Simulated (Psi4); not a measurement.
# UMP3/def2-SVP run of SiClOF2 (SMILES [O][Si](F)(F)Cl)

What is the vertical ionisation energy of SiClOF2 at UMP3/def2-SVP? 

The results are computed with Psi4 1.11.

5 further runs of the same task are left out: 4 that didn't finish, 1 set aside as unsound or not needed.

**1. The structure to begin with**

SiClOF2 has 5 atoms, charge 0, and is taken as a doublet. SMILES: `[O][Si](F)(F)Cl`. The coordinates come from a PBE0-D4/def2-TZVP relaxation.

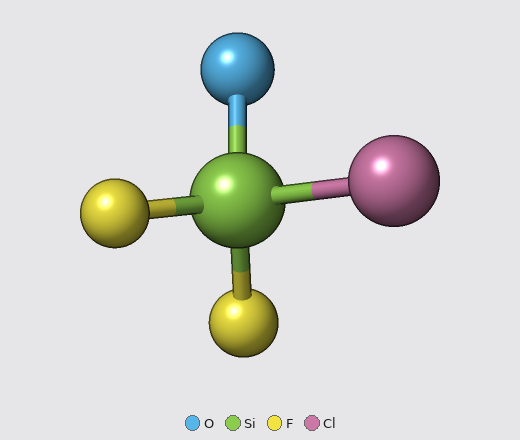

Viewed from a chosen angle; oxygen blue, silicon green, fluorine yellow, chlorine pink.

**2. A single-point energy at UMP3/def2-SVP**

job.py

```python
import psi4

psi4.set_memory(2200000000)
psi4.set_num_threads(1)
psi4.set_output_file('run.log', False)

mol = psi4.geometry("""
0 2
O     -0.173100     0.048700     1.622400
Si     0.071000    -0.092200     0.005600
F     -0.374600    -1.493300    -0.542700
F      1.581700     0.074400    -0.383900
Cl    -1.055100     1.388700    -0.742800
units angstrom
symmetry c1
""")

psi4.set_options({
    'reference': 'uhf',
    'puream': True,
    'e_convergence': 1e-09,
    'd_convergence': 1e-08,
    'scf_type': 'pk',
    'num_frozen_docc': 13,
    'maxiter': 100,
    'mp_type': 'conv',
})

e = psi4.energy("mp3/def2-SVP", molecule=mol)
print(f'total energy {e:.8f} hartree = {e * 27.211386:.5f} eV')
```

Launch:

```bash
$ python job.py
```

run.log:

```text
[...]
  Running in c1 symmetry.
[...]
  Nuclear repulsion =  309.297036644550076
[...]
  Multiplicity = 2
[...]
  Nalpha       = 29
  Nbeta        = 28
[...]
    Number of basis functions: 78
[...]
   @UHF iter   1: -1021.54463712977417   -7.01809e-01   8.58112e-03 DIIS/ADIIS
[...]
   @UHF iter  19: -1021.87838952681761   -2.04636e-12   6.67461e-09 DIIS
[...]
   @S^2 Observed:                7.550293543E-01
[...]
    Orbital Energies [Eh]
    ---------------------
    Alpha Occupied:
       1A   -104.831779     2A    -68.934661     3A    -26.330616
       4A    -26.330558     5A    -20.664559     6A    -10.597007
       7A     -8.071829     8A     -8.069057     9A     -8.068610
      10A     -6.290181    11A     -4.403286    12A     -4.403177
      13A     -4.402347    14A     -1.630506    15A     -1.607014
      16A     -1.402032    17A     -1.144952    18A     -0.827806
      19A     -0.764186    20A     -0.744768    21A     -0.741027
      22A     -0.709749    23A     -0.705122    24A     -0.686449
      25A     -0.663131    26A     -0.606419    27A     -0.587770
      28A     -0.512115    29A     -0.511637
    Alpha Virtual:
[...]
  @UHF Final Energy: -1021.87838952681761
   => Energetics <=
    Nuclear Repulsion Energy =            309.2970366445500758
    One-Electron Energy =               -2032.8641449554279461
    Two-Electron Energy =                 701.6887187840601428
    Total Energy =                      -1021.8783895268176138
  UHF NO Occupations:
  HONO-2 :   27  A 1.9995118
  HONO-1 :   28  A 1.9985824
[...]
 Multipole Moments:
 ------------------------------------------------------------------------------------
     Multipole            Electronic (a.u.)      Nuclear  (a.u.)        Total (a.u.)
 ------------------------------------------------------------------------------------
 L = 1.  Multiply by 2.5417464519 to convert [e a0] to [Debye]
 Dipole X            :          0.4656809           -0.5221094           -0.0564285
 Dipole Y            :         -0.4550763            0.5355367            0.0804604
 Dipole Z            :         -1.2408496            1.1473129           -0.0935367
 Magnitude           :                                                    0.1356730
[...]
	SCS-MP2 Total Energy (a.u.)        : -1022.57354896346601
	SOS-MP2 Total Energy (a.u.)        : -1022.55999706713328
[...]
	SOS-PI-MP2 Total Energy (a.u.)     : -1022.61242841638830
[...]
	MP2 Total Energy (a.u.)            : -1022.60065275613147
[...]
	SCS-MP3 Total Energy (a.u.)        : -1022.57817824906385
[...]
	MP3 Total Energy (a.u.)            : -1022.61916989852296
[...]
```

Standard output:

```text
total energy -1022.61916990 hartree = -27826.88496 eV
```

Run time: 12 s. Hardware: 1 thread of AMD EPYC 7R43 (Zen 3), shared host; peak memory 0.39 GiB.

**3. The singlet cation at the same level**

job.inp

```
memory 2200 MB

molecule m {
  1 1
  O     -0.173100     0.048700     1.622400
  Si     0.071000    -0.092200     0.005600
  F     -0.374600    -1.493300    -0.542700
  F      1.581700     0.074400    -0.383900
  Cl    -1.055100     1.388700    -0.742800
  symmetry c1
  no_reorient
  no_com
}

set basis def2-SVP
set reference rhf
set puream true
set e_convergence 1e-09
set d_convergence 1e-08
set scf_type pk
set num_frozen_docc 13
set mp_type conv

result, w = energy("mp3", return_wfn=True)
```

Launch:

```bash
$ psi4 -i job.inp -o job.out -n 1
```

job.out:

```text
[...]
  Running in c1 symmetry.
[...]
  Nuclear repulsion =  309.297036644550076
[...]
  Multiplicity = 1
[...]
  Nalpha       = 28
  Nbeta        = 28
[...]
    Number of basis functions: 78
[...]
   @RHF iter   1: -1020.93195293980762   -8.91251e-02   9.28821e-03 DIIS/ADIIS
[...]
   @RHF iter  17: -1021.32147971166808   -5.68434e-12   7.97348e-09 DIIS
[...]
    Orbital Energies [Eh]
    ---------------------
    Doubly Occupied:
       1A   -105.125490     2A    -69.197109     3A    -26.543852
       4A    -26.543793     5A    -21.121201     6A    -10.886647
       7A     -8.360486     8A     -8.357914     9A     -8.356830
      10A     -6.553251    11A     -4.667400    12A     -4.665560
      13A     -4.664910    14A     -1.840565    15A     -1.815233
      16A     -1.718417    17A     -1.404094    18A     -1.095081
      19A     -1.020927    20A     -1.009337    21A     -0.954135
      22A     -0.948376    23A     -0.924713    24A     -0.904223
      25A     -0.888132    26A     -0.848241    27A     -0.766482
      28A     -0.759465
[...]
  @RHF Final Energy: -1021.32147971166808
   => Energetics <=
    Nuclear Repulsion Energy =            309.2970366445500758
    One-Electron Energy =               -2017.3533050203400308
    Two-Electron Energy =                 686.7347886641217656
    Total Energy =                      -1021.3214797116680757
[...]
 Multipole Moments:
 ------------------------------------------------------------------------------------
     Multipole            Electronic (a.u.)      Nuclear  (a.u.)        Total (a.u.)
 ------------------------------------------------------------------------------------
 L = 1.  Multiply by 2.5417464519 to convert [e a0] to [Debye]
 Dipole X            :         13.3496885          -14.1041599           -0.7544714
 Dipole Y            :        -17.9359559           18.7774526            0.8414967
 Dipole Z            :         15.8820256          -14.9465998            0.9354258
 Magnitude           :                                                    1.4670941
[...]
	SCS-MP2 Total Energy (a.u.)        : -1022.04498996071379
	SOS-MP2 Total Energy (a.u.)        : -1022.03368995411745
[...]
	SOS-PI-MP2 Total Energy (a.u.)     : -1022.08847535738278
[...]
	MP2 Total Energy (a.u.)            : -1022.06758997390625
[...]
	SCS-MP3 Total Energy (a.u.)        : -1022.04792198976043
[...]
	MP3 Total Energy (a.u.)            : -1022.07931809009267
[...]
```

Wall time 6.6 s (1 thread of AMD EPYC 7R43 (Zen 3), shared host); peak memory 0.39 GiB.

**4. Outcome**

At UMP3/def2-SVP, 13 core orbitals frozen:

| quantity | value |
| --- | --- |
| doublet SiClOF2: total energy | -1022.61917 Eh |
| doublet SiClOF2: HOMO energy (Hartree–Fock orbitals) (highest over α and β) | -13.87 eV |
| doublet SiClOF2: LUMO energy (Hartree–Fock orbitals) (lowest over α and β) | 0.61 eV |
| doublet SiClOF2: correlation energy (13 core orbitals frozen) | -740.8 mEh |
| doublet SiClOF2: ⟨S²⟩ of the reference determinant | 0.755 |
| singlet cation: total energy | -1022.07932 Eh |
| singlet cation: HOMO energy (Hartree–Fock orbitals) | -20.67 eV |
| singlet cation: LUMO energy (Hartree–Fock orbitals) | -12.37 eV |
| singlet cation: HOMO–LUMO gap (Hartree–Fock orbitals) | 8.30 eV |
| singlet cation: correlation energy (13 core orbitals frozen) | -757.8 mEh |
| vertical ionisation energy (to the singlet cation) | 14.690 eV |

**Reading.** The vertical ionisation energy comes to 14.69 eV (339 kcal/mol). Only the singlet of the ionised species was computed; a triplet could lie lower.
